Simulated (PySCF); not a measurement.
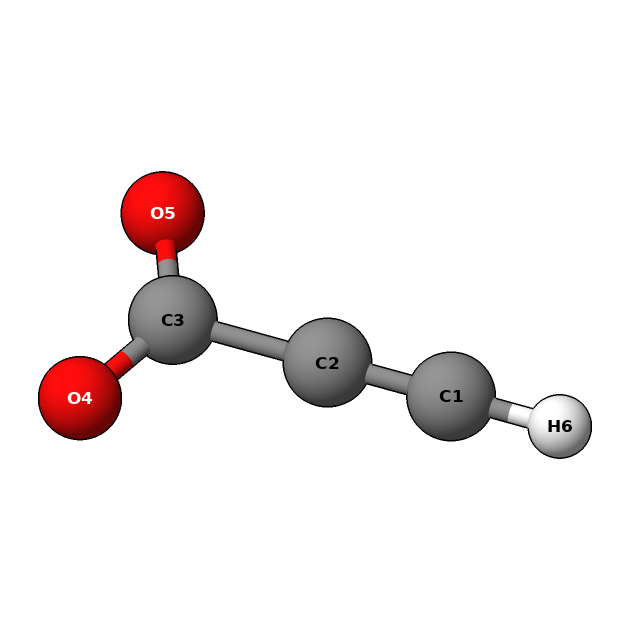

Charge −1, singlet. The geometry was computed by an optimisation with PBE0-D3(BJ)/def2-SVP. No frequency run is at hand to confirm it as a minimum. Method: B3LYP/pcJ-1 indirect spin-spin coupling, non-relativistic, gas phase (PySCF 2.14.0). Isotopes: 13C, 1H, 17O.

Give the spin–spin coupling constants of these pairs, with the number of bonds between them: C1/C2, C1/H6, C2/C3, C3/O4, C3/O5, C1/C3, C2/H6, C2/O4, C2/O5, O4/O5, C1/O4, C1/O5, C3/H6.

```
  pair  bonds apart  J (Hz)
C1, C2            1   170.3
C1, H6            1   250.6
C2, C3            1    78.4
C3, O4            1    26.5
C3, O5            1    26.5
C1, C3            2    10.8
C2, H6            2    42.8
C2, O4            2   −15.9
C2, O5            2   −15.9
O4, O5            2    −6.1
C1, O4            3    −4.3
C1, O5            3    −4.3
C3, H6            3     3.0
```
